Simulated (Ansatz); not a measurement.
**C (graphite type, space group P6_3/mmc): energy against volume**

C (graphite type, space group P6_3/mmc)

```
C
1.0
    2.45828     0.00000     0.00000
   -1.22914     2.12894     0.00000
    0.00000     0.00000     6.56476
C
4
Direct
  0.00000   0.00000   0.25000
  0.00000   0.00000   0.75000
  0.33333   0.66667   0.25000
  0.66667   0.33333   0.75000
```

This relaxed cell (volume V₀) is scaled evenly in all directions, its shape held. Symmetry pins the atoms to their sites.

Level of theory: PBEsol-D3(BJ) (plane waves to 420 eV, PAW, scalar-relativistic; Ansatz, a quantum-chemistry and plane-wave program). k mesh 16×16×6 (Γ-centred), Fermi-Dirac smearing 0.05 eV. E stands for the smeared free energy. Stress and pressure are positive under compression. With the shape held, the modulus is that of even scaling; a crystal free to change shape is softer. C was relaxed with its symmetry unable to fall. The zero of ΔE is the relaxed starting cell.

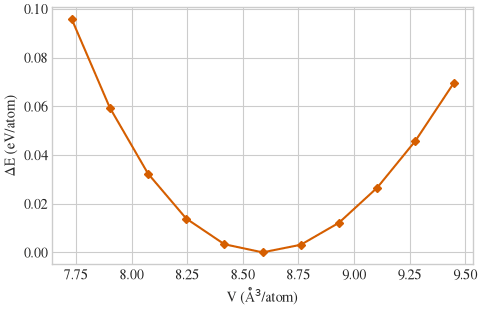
Figure. ΔE (eV/atom) against V (Å³/atom); one marker a computed point.

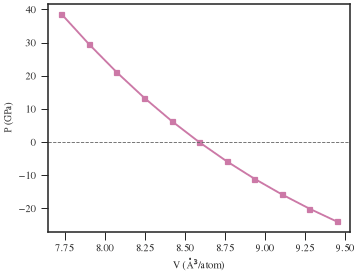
P (GPa) against V (Å³/atom); markers are the computed points, lines only join them.

The pressure at the smallest volume is 38.6 GPa and the equilibrium volume of the fit is 8.59 Å³/atom. The energy cost of the largest compression is 96 meV/atom and the pressure for 5 % compression (fit) comes out as 17.1 GPa. The pressure derivative B₀′ (fit) comes out as 3.8.

P = (3B₀/2)(x⁷ − x⁵)[1 + ¾(B₀′ − 4)(x² − 1)] with x = (1/0.95)^(1/3), B₀ = 302 GPa and B₀′ = 3.78.

(A scan under strain: stresses follow from slopes of the energy per volume, elastic moduli from its curvatures.)
